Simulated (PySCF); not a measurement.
System: C$_{4}$H$_{6}$.

Input file:

```
{"job": {"kind": "nmr", "xc": "PBE0", "basis": "pcSseg-1", "pop": false}, "charge": 0, "multiplicity": 1}
C      1.781119     0.000370    -0.225005
C      0.658961     0.184086     0.461950
C     -0.652509    -0.173926    -0.033133
C     -1.773759     0.000071     0.657777
H      1.774005    -0.435868    -1.210824
H      2.744427     0.275130     0.169109
H      0.690674     0.623616     1.450762
H     -0.684538    -0.605554    -1.025367
H     -2.736875    -0.276351     0.264572
H     -1.765974     0.427043     1.647556
```

Command:

```sh
OMP_NUM_THREADS=1 python ens_run.py task.json out
```

Geometry: GFN2-xTB.

Computed with PBE0/pcSseg-1, SCF density, gas phase, non-relativistic (PySCF 2.14.0).

Question: What will maps of the electron density and electron localisation function show?

Answer: C–C (1.33 Å): ρ is about 2.3 e/Å³ halfway; the ELF peaks at about 0.95 between the atoms: a multiple bond.
C–H (1.08 Å): ρ is about 2 e/Å³ halfway; the ELF climbs to about 1 towards the hydrogen, as it does in any bond to H; a covalent bond by its length.
C–C (1.45 Å): ρ at the midpoint is about 1.9 e/Å³; the ELF peaks at about 0.95 between the atoms: localised, covalent bonding.

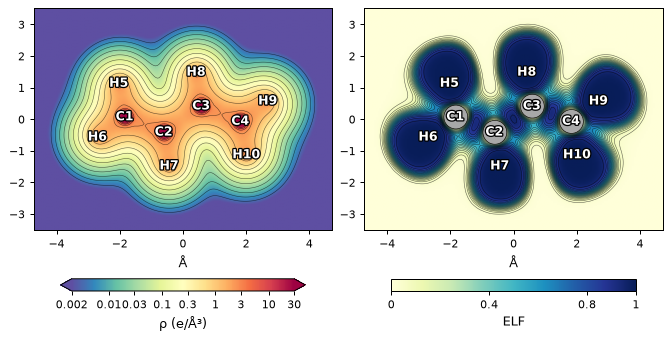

Computed electron density and electron localisation function on the molecular plane, in this order. Grey discs cover the atomic cores in the ELF map. 
